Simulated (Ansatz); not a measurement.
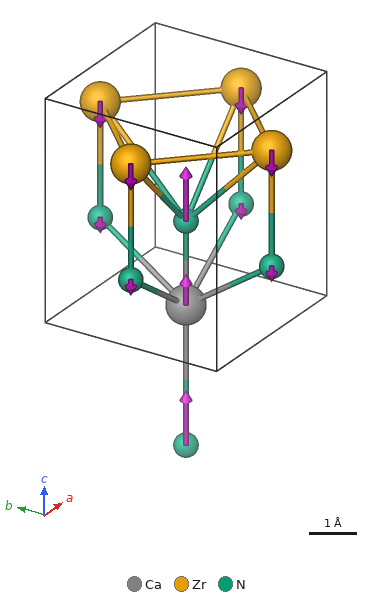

A relaxation of solid CaZr₂N₃ (a generated structure, set up in P4mm) (coarse preliminary run). The starting structure is drawn; purple arrows show the displacements (the part carried along by the change of the cell is left out), at their true length.

The picture is a ball-and-stick view of the cell of the calculation, seen from a free direction.

Method: DFT PBE, scalar-relativistic, plane waves, PAW (Ansatz 0.2.0).

Input file:
```yaml
crystal:
  lattice:
    - [4.34329365, 0.0, 0.0]
    - [0.0, 4.34329365, 0.0]
    - [0.0, 0.0, 5.32086015]
  atoms:
    - { symbol: Ca, position: [0.5, 0.5, 0.01889541] }
    - { symbol: Zr, position: [0.5, 0.0, 0.81685434] }
    - { symbol: Zr, position: [0.0, 0.5, 0.81685434] }
    - { symbol: "N", position: [0.5, 0.5, 0.39362879] }
    - { symbol: "N", position: [0.5, 0.0, 0.30015174] }
    - { symbol: "N", position: [0.0, 0.5, 0.30015174] }
basis:
  ecutwfc: 420
kpoints:
  mp_grid: { grid: [4, 4, 4] }
hamiltonian:
  xc: pbe
scf:
  occupations: { method: gaussian, width: 0.1 }
  lower_state_search: "off"
output:
  forces: true
  stress: true
  eigenvalues: true
relax:
  adjacent_minimum: "off"
  f_tol: 0.04
  max_steps: 70
  cell: { stress_tol: 0.4 }
```

Run as
```bash
ansatz run input.yaml --threads 1 --pin off --max-ram 2560MiB --backend cpu --events-out ev --progress --plain --runs-dir out
```

Question: Describe the change and its energy.

Answer: N4 moves most relative to the cell: 1.30 Å along +c. Largest moves by element: N 1.30 Å, Ca 0.74 Å, Zr 0.64 Å. Cell: a = b 4.343 → 4.761 Å (+9.6 %), c 5.321 → 4.410 Å (−17.1 %). Volume −0.4 %. Among the contacts that change: Ca1–Zr2 4.769 → 3.203 Å, Ca1–N4 3.327 → 2.192 Å, Ca1–Zr2 (another image) 2.423 → 3.288 Å, Zr2–N4 3.128 → 2.382 Å. Among the angles between lasting bonds that change: N5–Ca1–N5 110.9° → 174.3°, Ca1–N5–Ca1 110.9° → 174.3°, N4–Ca1–N5 55.4° → 87.2°. The space group stays P4mm (No. 99). After 13 accepted moves (16 points after the start) the energy has fallen by 2895 meV per atom. The largest force component goes from 4.8 to 0.0065 eV/Å. Pressure: −1.46 GPa at the start and −0.03 GPa at the end. The line search rejected the trial step at point 9 of the run. The SCF was repeated twice at an unchanged geometry on a basis and grid sized afresh for the cell, which shifted the energy by 7.2 meV per atom at most.
